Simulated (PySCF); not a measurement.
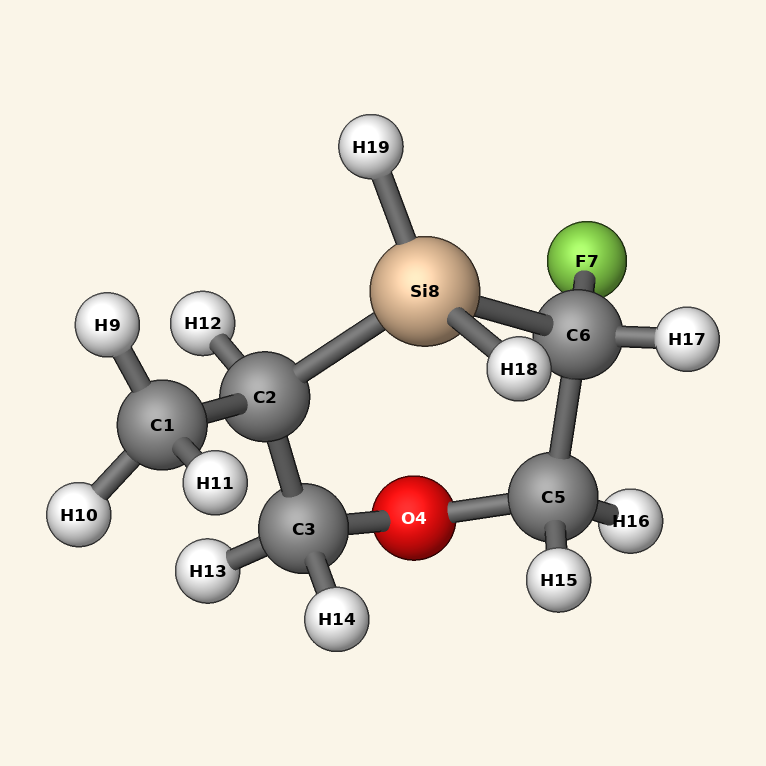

Geometry: a frame of a GFN2-xTB molecular-dynamics simulation, not a minimum. Method: GIAO PBE0/pcSseg-1 NMR shielding, non-relativistic, gas phase (PySCF 2.14.0). Principal shieldings σ11 ≤ σ22 ≤ σ33, span Ω = σ33 − σ11, skew κ = 3(σiso − σ22)/Ω.

Give the shielding tensors of the F atoms.

```json
{"atom": "F7", "σ11": "354.5", "σ22": "424.4", "σ33": "453.8", "σiso": "410.9", "Ω": "99.3", "κ": "−0.41"}
```

Shieldings and span in ppm.
